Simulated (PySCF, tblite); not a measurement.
# C₄H₄S: changes of charge, electronic excitations, EPR parameters, part 1 of 2

Aim: compute the changes of charge, electronic excitations, EPR parameters of C₄H₄S (`c1ccsc1`).

Programs: tblite 0.8.0 and PySCF 2.14.0, with routines of our own; each step states its level. All values are computed. Atoms count from 0.

## Step 1: The starting structure

9 atoms, charge 0, multiplicity 1; geometry from: start built from the parent or by distance geometry.

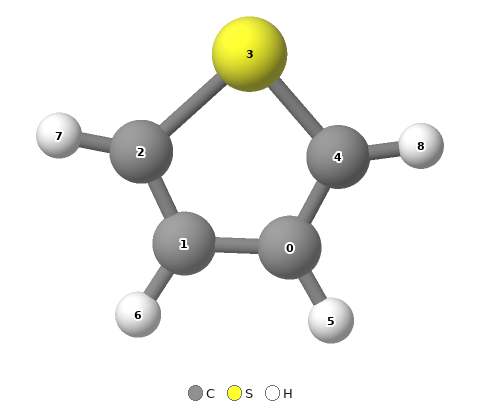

The starting geometry (carbon grey, sulfur yellow, hydrogen white).

## Step 2: Geometry optimisation with GFN2-xTB

What the job is given:

```
{"job": {"kind": "relax", "xc": "GFN2-xTB", "basis": "xTB"}, "charge": 0, "multiplicity": 1}
C      0.515700    -0.779200     0.071300
C     -0.820900    -0.451100     0.093000
C     -1.130900     0.835500    -0.041900
S      0.506300     1.782400    -0.300700
C      1.375400     0.246400    -0.111400
H      0.855300    -1.817300     0.190600
H     -1.595400    -1.229400     0.263600
H     -2.138400     1.260500    -0.033700
H      2.460000     0.164400    -0.181100
```

Launch:

```sh
$ OMP_NUM_THREADS=1 python redox_run.py task.json out
```

The driver reads the jobs from task.json and runs them one after another.

Standard output:

```text
step      E/eV     max force
  0    -375.49675    2.791
  1    -375.72356    1.985
  2    -375.84892    1.135
  3    -375.91165    1.021
  4    -375.94454    0.645
  5    -375.98336    0.474
  6    -375.99818    0.389
  7    -376.00812    0.222
  8    -376.01136    0.179
  9    -376.01315    0.112
 10    -376.01402    0.076
 11    -376.01432    0.034
 12    -376.01438    0.013
 13    -376.01439    0.009
```

Wall time 0.06 s (1 thread of Arm Neoverse V1, shared host).

Step by step:

```
step  energy from step 0 (eV)  largest force (eV/Å)
   0                   0.0000                2.7906
   1                  -0.2268                1.9851
   2                  -0.3522                1.1347
   3                  -0.4149                1.0212
   4                  -0.4478                0.6455
   5                  -0.4866                0.4744
   6                  -0.5014                0.3894
   7                  -0.5114                0.2217
   8                  -0.5146                0.1786
   9                  -0.5164                0.1116
  10                  -0.5173                0.0763
  11                  -0.5176                0.0341
  12                  -0.5176                0.0132
  13                  -0.5176                0.0088
```

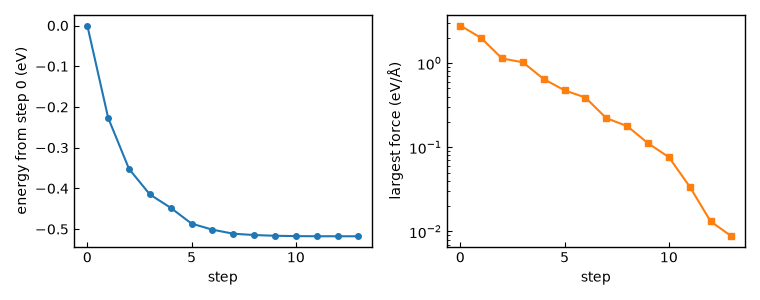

Energy and largest force along the relaxation.

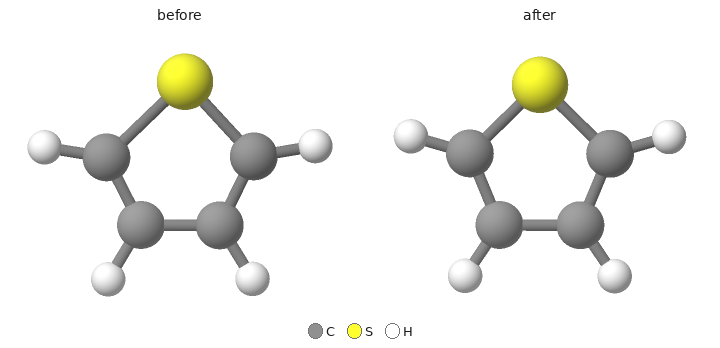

The geometry before (left) and after (right).

Close pairs (by a distance rule), those that changed most:

```
 bond  before (Å)  after (Å)  change (Å)
C2–S3       1.909      1.719      -0.190
S3–C4       1.775      1.719      -0.056
C0–C1       1.376      1.415      +0.038
C1–H6       1.111      1.075      -0.036
C1–C2       1.330      1.356      +0.026
C0–H5       1.099      1.075      -0.024
C2–H7       1.094      1.072      -0.022
C4–H8       1.090      1.072      -0.018
```

The next job starts from the end point, and lists it.

## Step 3: Harmonic vibrations with GFN2-xTB

What the job is given:

```
{"job": {"kind": "ir", "xc": "GFN2-xTB", "basis": "xTB"}, "charge": 0, "multiplicity": 1}
C      0.527744    -0.838211     0.076276
C     -0.845572    -0.501241     0.115774
C     -1.058054     0.827259    -0.052826
S      0.411085     1.694662    -0.265327
C      1.321454     0.243097    -0.122553
H      0.902598    -1.839271     0.191996
H     -1.633754    -1.217526     0.263396
H     -1.988522     1.358587    -0.064623
H      2.390144     0.284631    -0.192470
```

Standard output:

```text
mode    cm-1     km/mol
  1     403.8      0.05
  2     530.8      0.00
  3     590.0      0.86
  4     740.9      4.81
  5     746.5     25.35
  6     749.9      0.60
  7     830.1      2.59
  8     836.7     23.45
  9     851.5      0.00
 10     865.5      3.41
 11    1068.6      2.15
 12    1081.9      0.16
 13    1083.9      0.68
 14    1200.6      3.40
 15    1346.7     11.58
 16    1445.7     26.89
 17    1547.3      2.43
 18    3126.2     11.92
 19    3135.1     29.35
 20    3165.3     11.44
 21    3167.7      5.81
ZPE 170.555  H(298)-E 183.996  G(298)-E 100.640 kJ/mol  S 279.58 J/(mol K)
```

Wall time 0.19 s (1 thread of Arm Neoverse V1, shared host).

The strongest bands and the atoms that carry them (share of the mass-weighted mode):

```
cm⁻¹  km/mol                               atoms
 746    25.4  H7 45 %, H8 23 %, H6 11 %, H5 11 %
 837    23.4           C4 33 %, C2 33 %, S3 15 %
1347    11.6  C1 25 %, C0 25 %, C4 12 %, C2 12 %
1446    26.9  C0 30 %, C1 30 %, C4 19 %, C2 18 %
3126    11.9                    H6 47 %, H5 44 %
3135    29.4                    H5 45 %, H6 42 %
3165    11.4                             H8 86 %
3168     5.8                             H7 86 %
```

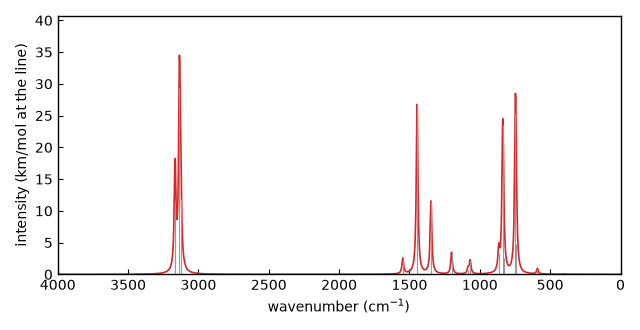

The infrared spectrum from these modes, unscaled. Lines are broadened to a width of 14 cm⁻¹ (Lorentzian).

## Step 4: Geometry optimisation at PBE0-D3(BJ)/ma-def2-SVP

The job, as its differences from that of step 3:

```diff
@@ -1,2 +1,2 @@
-{"job": {"kind": "ir", "xc": "GFN2-xTB", "basis": "xTB"}, "charge": 0, "multiplicity": 1}
+{"job": {"xc": "PBE0", "basis": "ma-def2-SVP", "d3": "d3bj", "grid": 1, "kind": "geom"}, "charge": 0, "multiplicity": 1}
 C      0.527744    -0.838211     0.076276
```

Standard output:

```text
step   0  E = -552.45957962  max force = 0.013395
step   1  E = -552.46098555  max force = 0.001588
step   2  E = -552.46099557  max force = 0.000072
optimisation converged
```

Run time: 11 s. Hardware: 1 thread of Arm Neoverse V1, shared host; peak memory 0.44 GiB.

The steps of the relaxation:

```
step  energy from step 0 (eV)  largest force component (eV/Å)
   0                   0.0000                          0.6888
   1                  -0.0383                          0.0817
   2                  -0.0385                          0.0037
```

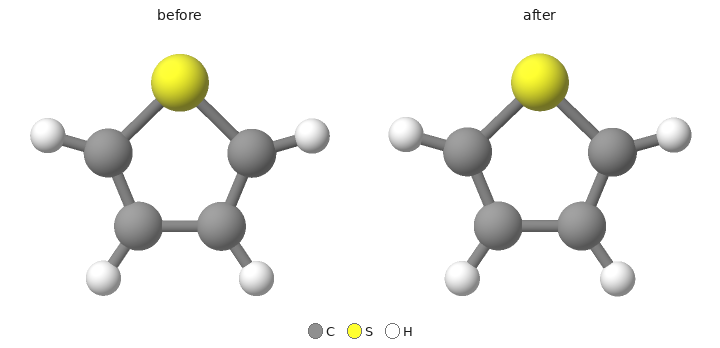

Before and after, at one scale.

Distances of close pairs at the start and the end, largest changes first:

```
 bond  before (Å)  after (Å)  change (Å)
C2–H7       1.072      1.090      +0.018
C4–H8       1.072      1.090      +0.018
C0–H5       1.075      1.091      +0.016
C1–H6       1.075      1.091      +0.016
C1–C2       1.356      1.371      +0.015
C0–C4       1.356      1.371      +0.015
C0–C1       1.415      1.425      +0.010
C2–S3       1.719      1.718      -0.001
```

The next job starts from the end point, and lists it.

```
                         at the end point                value
  point group (found at 0.08 Å tolerance)                  C2v
rotational constants (GHz, main isotopes)  8.034, 5.405, 3.231
                        dipole moment (D)                 0.54
```

## Step 5: Harmonic vibrations (C₄H₄S): PBE0-D3(BJ)/ma-def2-SVP

What the job is given:

```
{"job": {"xc": "PBE0", "basis": "ma-def2-SVP", "d3": "d3bj", "grid": 2, "kind": "hessian"}, "charge": 0, "multiplicity": 1}
C      0.532575    -0.842096     0.083613
C     -0.850871    -0.503141     0.119729
C     -1.066153     0.838345    -0.060944
S      0.409825     1.690480    -0.276239
C      1.333966     0.250382    -0.123368
H      0.919607    -1.854969     0.205631
H     -1.655477    -1.223979     0.273342
H     -2.016001     1.371752    -0.079091
H      2.420535     0.284709    -0.195770
```

Standard output:

```text
coarse grid: 8448 points
cycle   1  E = -552.3782733761  dE =  7.931e-01  |g| = 2.810e-01  |ddm| = 6.681e+00
cycle   2  E = -552.3564143683  dE =  2.186e-02  |g| = 3.937e-01  |ddm| = 1.538e+00
cycle   3  E = -552.4003847719  dE = -4.397e-02  |g| = 5.837e-02  |ddm| = 1.165e+00
cycle   4  E = -552.4013154170  dE = -9.306e-04  |g| = 2.478e-02  |ddm| = 2.581e-01
cycle   5  E = -552.4014725745  dE = -1.572e-04  |g| = 6.502e-03  |ddm| = 8.509e-02
cycle   6  E = -552.4014838564  dE = -1.128e-05  |g| = 1.542e-03  |ddm| = 2.904e-02
cycle   7  E = -552.4014844597  dE = -6.033e-07  |g| = 1.497e-04  |ddm| = 1.083e-02
final grid: 78072 points
cycle   8  E = -552.4609882625  dE = -1.111e-05  |g| = 7.923e-03  |ddm| = 1.408e-01
cycle   9  E = -552.4609636698  dE =  2.459e-05  |g| = 1.198e-02  |ddm| = 4.108e-02
cycle  10  E = -552.4610055613  dE = -4.189e-05  |g| = 1.134e-03  |ddm| = 3.231e-02
cycle  11  E = -552.4610059270  dE = -3.658e-07  |g| = 2.619e-04  |ddm| = 2.684e-03
cycle  12  E = -552.4610059448  dE = -1.772e-08  |g| = 2.628e-05  |ddm| = 1.120e-03
cycle  13  E = -552.4610059450  dE = -2.015e-10  |g| = 7.639e-06  |ddm| = 2.282e-04
cycle  14  E = -552.4610059450  dE = -1.114e-11  |g| = 6.044e-06  |ddm| = 2.790e-05
converged SCF energy = -552.4610059450

mode    cm-1
  1     466.3
  2     581.6
  3     624.4
  4     697.4
  5     726.6
  6     769.7
  7     863.8
  8     886.1
  9     891.2
 10     928.8
 11    1065.0
 12    1088.1
 13    1091.7
 14    1266.4
 15    1404.4
 16    1489.0
 17    1581.9
 18    3232.7
 19    3245.2
 20    3275.9
 21    3278.3
ZPE 176.176  H(298)-E 189.252  G(298)-E 106.421 kJ/mol  S 277.82 J/(mol K)
```

It took 2.1 min on 1 thread of Arm Neoverse V1, shared host; peak memory 1.6 GiB.

Zero-point energy 176.18 kJ/mol (xTB gave 170.56).

## Step 6: Single point (C4H4S): wB97X-D3(BJ)/ma-def2-TZVP

Geometry: PBE0-D3(BJ)/ma-def2-SVP.

The job, as its differences from that of step 5:

```diff
@@ -1,2 +1,2 @@
-{"job": {"xc": "PBE0", "basis": "ma-def2-SVP", "d3": "d3bj", "grid": 2, "kind": "hessian"}, "charge": 0, "multiplicity": 1}
+{"job": {"kind": "sp", "xc": "wB97X", "basis": "ma-def2-TZVP", "d3": "d3bj", "grid": 2}, "charge": 0, "multiplicity": 1}
 C      0.532575    -0.842096     0.083613
```

Standard output:

```text
coarse grid: 8448 points
cycle   1  E = -553.1532227936  dE =  1.059e+00  |g| = 2.367e-01  |ddm| = 2.523e+00
cycle   2  E = -553.1697123275  dE = -1.649e-02  |g| = 1.250e-01  |ddm| = 3.178e-01
cycle   3  E = -553.1727718614  dE = -3.060e-03  |g| = 5.667e-02  |ddm| = 1.632e-01
cycle   4  E = -553.1736602102  dE = -8.883e-04  |g| = 1.100e-02  |ddm| = 8.923e-02
cycle   5  E = -553.1737052762  dE = -4.507e-05  |g| = 3.609e-03  |ddm| = 3.178e-02
cycle   6  E = -553.1737093442  dE = -4.068e-06  |g| = 1.128e-03  |ddm| = 9.470e-03
final grid: 78072 points
cycle   7  E = -553.1651557728  dE = -3.135e-05  |g| = 2.311e-03  |ddm| = 4.015e-02
cycle   8  E = -553.1651563922  dE = -6.195e-07  |g| = 1.862e-03  |ddm| = 5.063e-03
cycle   9  E = -553.1651571735  dE = -7.813e-07  |g| = 2.424e-04  |ddm| = 1.625e-03
cycle  10  E = -553.1651571953  dE = -2.181e-08  |g| = 1.165e-04  |ddm| = 7.067e-04
cycle  11  E = -553.1651571992  dE = -3.851e-09  |g| = 3.199e-05  |ddm| = 1.635e-04
converged SCF energy = -553.1651571992
```

Run time: 7.3 s. Hardware: 1 thread of Arm Neoverse V1, shared host; peak memory 0.68 GiB.

## Step 7: Single point (C₄H₄S+ (doublet)): wB97X-D3(BJ)/ma-def2-TZVP

Geometry: PBE0-D3(BJ)/ma-def2-SVP, that of another charge or spin state.

The job, as its differences from that of step 6:

```diff
@@ -1,2 +1,2 @@
-{"job": {"kind": "sp", "xc": "wB97X", "basis": "ma-def2-TZVP", "d3": "d3bj", "grid": 2}, "charge": 0, "multiplicity": 1}
+{"job": {"kind": "sp", "xc": "wB97X", "basis": "ma-def2-TZVP", "d3": "d3bj", "grid": 2}, "charge": 1, "multiplicity": 2}
 C      0.532575    -0.842096     0.083613
```

Standard output:

```text
final grid: 78072 points
cycle   1  E = -552.8350606559  dE = -1.271e-10  |g| = 1.746e-05  |ddm| = 2.649e-05
converged SCF energy = -552.8350606559
```

Run time: 36 s. Hardware: 1 thread of Arm Neoverse V1, shared host; peak memory 0.82 GiB.

## Step 8: Geometry optimisation with GFN2-xTB

This step treats C4H4S+ (doublet), labelled `[CH]1C=C[S+]=C1` (the label fixes atoms and charge, not where charge and spin sit).

What the job is given:

```
{"job": {"kind": "relax", "xc": "GFN2-xTB", "basis": "xTB"}, "charge": 1, "multiplicity": 2}
C      0.548800    -0.848200     0.078300
C     -0.861600    -0.494500     0.096700
C     -1.048700     0.830700    -0.057800
S      0.407300     1.705100    -0.296800
C      1.330700     0.246500    -0.112000
H      0.908600    -1.856700     0.196900
H     -1.655100    -1.218200     0.262300
H     -2.004600     1.380800    -0.074100
H      2.429500     0.277900    -0.197000
```

Standard output:

```text
step      E/eV     max force
  0    -362.07617    1.797
  1    -362.11721    0.708
  2    -362.12512    0.274
  3    -362.13046    0.386
  4    -361.90522    3.608
  5    -362.13901    0.539
  6    -362.14737    0.601
  7    -359.46316   16.651
  8    -362.15635    0.503
  9    -362.16005    0.358
 10    -362.16298    0.208
 11    -362.16381    0.157
 12    -362.16527    0.104
 13    -362.16557    0.067
 14    -362.16569    0.020
 15    -362.16572    0.017
 16    -362.16575    0.017
 17    -362.16576    0.012
 18    -362.16577    0.008
```

It took 0.08 s on 1 thread of Arm Neoverse V1, shared host.

Step by step: (the energy doesn't fall at every step)

```
step  energy from step 0 (eV)  largest force (eV/Å)
   0                   0.0000                1.7974
   1                  -0.0410                0.7080
   2                  -0.0489                0.2740
   3                  -0.0543                0.3856
   4                   0.1710                3.6084
   5                  -0.0628                0.5388
   6                  -0.0712                0.6009
   7                   2.6130               16.6514
   8                  -0.0802                0.5028
   9                  -0.0839                0.3580
  10                  -0.0868                0.2083
  11                  -0.0876                0.1567
  12                  -0.0891                0.1036
  13                  -0.0894                0.0670
  14                  -0.0895                0.0199
  15                  -0.0896                0.0172
  16                  -0.0896                0.0166
  17                  -0.0896                0.0116
  18                  -0.0896                0.0079
```

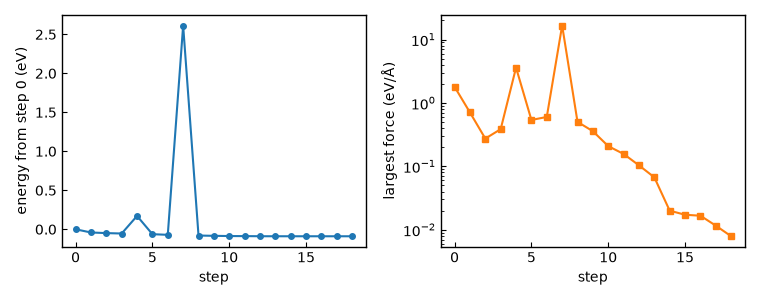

Energy and force, step by step.

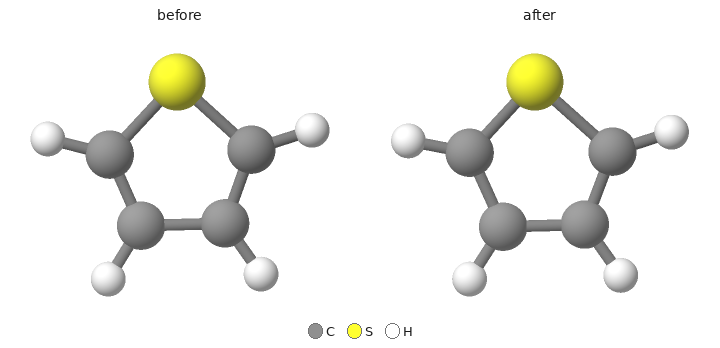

The geometry before (left) and after (right).

Distances of close pairs at the start and the end, largest changes first:

```
 bond  before (Å)  after (Å)  change (Å)
S3–C4       1.736      1.803      +0.067
C1–C2       1.347      1.407      +0.060
C2–S3       1.715      1.668      -0.047
C0–C1       1.454      1.413      -0.041
C4–H8       1.103      1.075      -0.027
C2–H7       1.103      1.077      -0.026
C1–H6       1.087      1.079      -0.008
C0–C4       1.359      1.353      -0.006
```

The end geometry stands in the next job.

## Step 9: Harmonic vibrations with GFN2-xTB

What the job is given:

```
{"job": {"kind": "ir", "xc": "GFN2-xTB", "basis": "xTB"}, "charge": 1, "multiplicity": 2}
C      0.539051    -0.852692     0.076869
C     -0.829626    -0.503693     0.110820
C     -1.041585     0.875109    -0.071619
S      0.372555     1.733477    -0.282963
C      1.339254     0.219810    -0.124012
H      0.898848    -1.860344     0.200114
H     -1.631338    -1.210214     0.258781
H     -2.003447     1.358990    -0.078536
H      2.411417     0.263028    -0.192911
```

Standard output:

```text
mode    cm-1     km/mol
  1     321.6      0.13
  2     399.4      8.28
  3     547.5      1.92
  4     652.3      4.37
  5     692.4     57.57
  6     769.4      4.54
  7     773.2      0.50
  8     831.7      0.01
  9     873.1     10.03
 10     892.1      0.16
 11    1026.5     22.12
 12    1048.0      9.35
 13    1050.1      2.86
 14    1157.4     25.49
 15    1191.4     28.31
 16    1301.4     24.87
 17    1458.5     18.07
 18    3102.5     15.25
 19    3119.6     34.68
 20    3124.2     55.28
 21    3137.9     30.60
ZPE 164.308  H(298)-E 178.561  G(298)-E 90.367 kJ/mol  S 295.80 J/(mol K)
```

It took 0.2 s on 1 thread of Arm Neoverse V1, shared host.

The strongest bands and the atoms that carry them (share of the mass-weighted mode):

```
cm⁻¹  km/mol                               atoms
 692    57.6  H8 41 %, C4 15 %, H6 15 %, H5 13 %
1026    22.1           H8 45 %, H6 19 %, C1 16 %
1157    25.5           H5 29 %, C2 20 %, H7 19 %
1191    28.3  C1 30 %, C2 20 %, H6 20 %, C4 18 %
1301    24.9           C0 28 %, C1 27 %, C2 16 %
3120    34.7           H5 64 %, H7 15 %, H8 12 %
3124    55.3                             H7 71 %
3138    30.6                    H8 72 %, H5 17 %
```

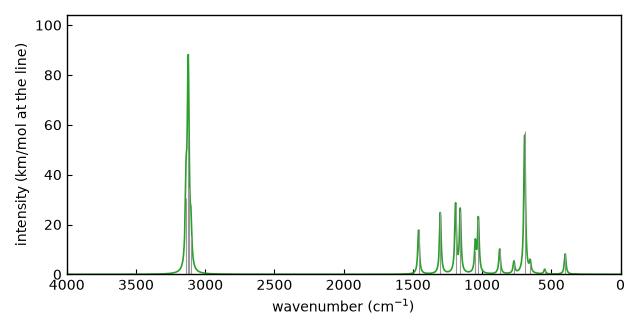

The infrared spectrum from these modes, unscaled. Lines are broadened to a width of 14 cm⁻¹ (Lorentzian).

## Step 10: Geometry optimisation at PBE0-D3(BJ)/ma-def2-SVP

This step treats C₄H₄S+ (doublet), labelled `[CH]1C=C[S+]=C1` (the label fixes atoms and charge, not where charge and spin sit).

The job, as its differences from that of step 9:

```diff
@@ -1,2 +1,2 @@
-{"job": {"kind": "ir", "xc": "GFN2-xTB", "basis": "xTB"}, "charge": 1, "multiplicity": 2}
+{"job": {"xc": "PBE0", "basis": "ma-def2-SVP", "d3": "d3bj", "grid": 1, "kind": "geom"}, "charge": 1, "multiplicity": 2}
 C      0.539051    -0.852692     0.076869
```

Standard output:

```text
step   0  E = -552.13101981  max force = 0.035121
step   1  E = -552.12763226  max force = 0.031602
step   2  E = -552.13309977  max force = 0.019487
step   3  E = -552.13406274  max force = 0.019366
step   4  E = -552.13629921  max force = 0.006856
step   5  E = -552.13589327  max force = 0.010774
step   6  E = -552.13660678  max force = 0.002628
step   7  E = -552.13669672  max force = 0.001242
step   8  E = -552.13670277  max force = 0.000521
step   9  E = -552.13670425  max force = 0.000298
optimisation converged
```

Wall time 62 s (1 thread of Arm Neoverse V1, shared host); peak memory 0.46 GiB.

Along the way: (the energy doesn't fall at every step)

```
step  energy from step 0 (eV)  largest force component (eV/Å)
   0                   0.0000                          1.8060
   1                   0.0922                          1.6250
   2                  -0.0566                          1.0021
   3                  -0.0828                          0.9958
   4                  -0.1437                          0.3525
   5                  -0.1326                          0.5540
   6                  -0.1520                          0.1351
   7                  -0.1545                          0.0639
   8                  -0.1546                          0.0268
   9                  -0.1547                          0.0153
```

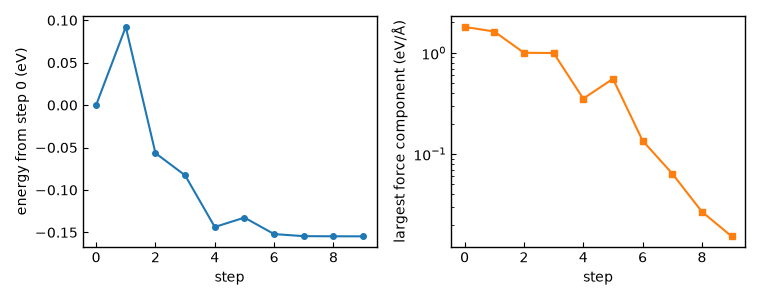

Energy and largest force along the relaxation.

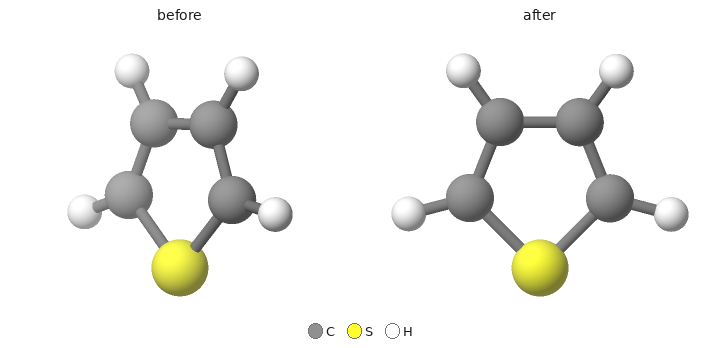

The geometry before (left) and after (right).

Distances of close pairs at the start and the end, largest changes first:

```
 bond  before (Å)  after (Å)  change (Å)
S3–C4       1.803      1.717      -0.086
C0–C4       1.353      1.422      +0.069
C2–S3       1.668      1.716      +0.048
C0–C1       1.413      1.377      -0.036
C4–H8       1.075      1.095      +0.019
C2–H7       1.077      1.095      +0.018
C1–C2       1.407      1.423      +0.017
C0–H5       1.077      1.092      +0.015
```

The final coordinates are the input of the step that follows.

```
                         at the end point                value
  point group (found at 0.08 Å tolerance)                  C2v
rotational constants (GHz, main isotopes)  8.328, 5.107, 3.166
                                     ⟨S²⟩                0.771
```

(Continued in part 2 of 2.)
